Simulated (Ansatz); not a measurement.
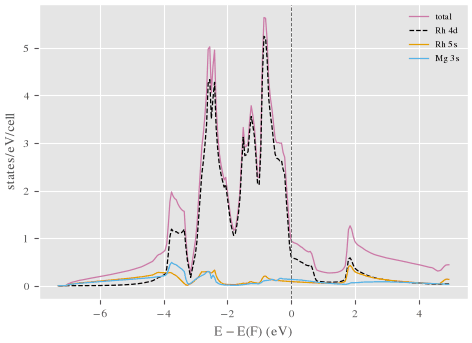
Figure: Total and projected density of states of MgRh (CsCl type, space group No. 221), plane-wave PAW PBEsol (Ansatz code)

Question: Which orbitals carry the states next to the Fermi level?

Answer: Within 0.5 eV of the Fermi level: Rh 4d 80 %, Mg 3s 8 %, Rh 5s 5 %, outside the projected shells 7 %. Projections are on Löwdin-orthogonalised atomic valence shells; empty p or d shells of many metals are not among them.

Question: Where is the tallest occupied peak in this window, and what makes it?

Answer: Near -0.8 eV, about 5.6 states/eV per cell; the largest projected share is Rh 4d.

Space group Pm-3m (CsCl type). The workflow started from an entry of the Crystallography Open Database (COD). Its standing as an ambient phase is unchecked. The cell was relaxed with PBEsol under the symmetry of its start; of distortions, only those at the zone centre were tested. No spin polarisation was allowed. Spin–orbit coupling is left out wherever it is not named.

Potentials: the later of the program's two PAW sets.
